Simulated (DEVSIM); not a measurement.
Device: Co/Si3N4/n-Si capacitor, at 300 K.

| layer (left to right) | material | thickness (nm) | Nd (cm⁻³) |
|---|---|---|---|
| 1 | Si3N4 | 29.0 | - |
| 2 | Si | 8400 | 4.7e14 |

Metal gate on the left, work function 5 eV. Fixed charge at the semiconductor interface 0 cm⁻² (in units of +e); no interface traps.

The device is made up for the run: typed textbook-type constants, with dimensions and the other settings drawn at random. Values at 300 K.

```tsv
parameter	Si3N4	Si
gap (eV)	5.1	1.124
affinity (eV)	2.1	4.05
permittivity	7.5	11.7
Nc (cm⁻³)	-	2.86e19
Nv (cm⁻³)	-	3.1e19
```

Model (solved in DEVSIM): 1D Poisson equation in equilibrium, Boltzmann statistics, complete ionisation; no quantum confinement or tunnelling. Metal contacts follow the ideal Schottky-Mott rule: no Fermi-level pinning, no interface dipoles.

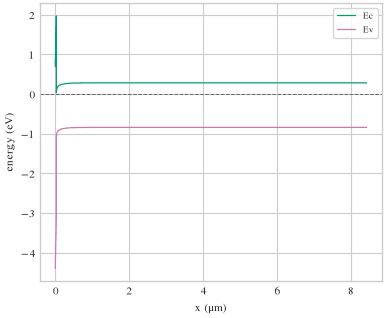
Band edges at 2.2 V on the gate

Energies count from the Fermi level of the right contact; mesh points crowd at the junctions.

| x (μm) | Ec (eV) | Ev (eV) | n (cm⁻³) | p (cm⁻³) | field (V/cm) |
|---|---|---|---|---|---|
| 0.000 | 0.700 | -4.400 | < 1e2 | < 1e2 | 440000 |
| 0.001760 | 0.778 | -4.322 | < 1e2 | < 1e2 | 440000 |
| 0.005968 | 0.963 | -4.137 | < 1e2 | < 1e2 | 440000 |
| 0.01591 | 1.401 | -3.699 | < 1e2 | < 1e2 | 440000 |
| 0.02573 | 1.834 | -3.266 | < 1e2 | < 1e2 | 440000 |
| 0.02837 | 1.950 | -3.150 | < 1e2 | < 1e2 | 440000 |
| 0.02970 | 0.044 | -1.079 | 5.1e18 | < 1e2 | 200000 |
| 0.03460 | 0.100 | -1.024 | 6.0e17 | 190 | 69000 |
| 0.04530 | 0.146 | -0.978 | 1.0e17 | 1100 | 28000 |
| 0.07295 | 0.192 | -0.932 | 1.7e16 | 6900 | 11000 |
| 0.1484 | 0.238 | -0.886 | 2.9e15 | 40000 | 3500 |
| 0.4502 | 0.277 | -0.847 | 6.2e14 | 190000 | 410 |
| 1.119 | 0.285 | -0.839 | 4.7e14 | 250000 | 11 |
| 2.846 | 0.285 | -0.839 | 4.7e14 | 250000 | ≈ 0 |
| 6.690 | 0.285 | -0.839 | 4.7e14 | 250000 | ≈ 0 |
| 7.756 | 0.285 | -0.839 | 4.7e14 | 250000 | ≈ 0 |
| 8.169 | 0.285 | -0.839 | 4.7e14 | 250000 | ≈ 0 |
| 8.332 | 0.285 | -0.839 | 4.7e14 | 250000 | ≈ 0 |
| 8.402 | 0.285 | -0.839 | 4.7e14 | 250000 | ≈ 0 |
| 8.419 | 0.285 | -0.839 | 4.7e14 | 250000 | ≈ 0 |
| 8.426 | 0.285 | -0.839 | 4.7e14 | 250000 | ≈ 0 |
| 8.429 | 0.285 | -0.839 | 4.7e14 | 250000 | ≈ 0 |
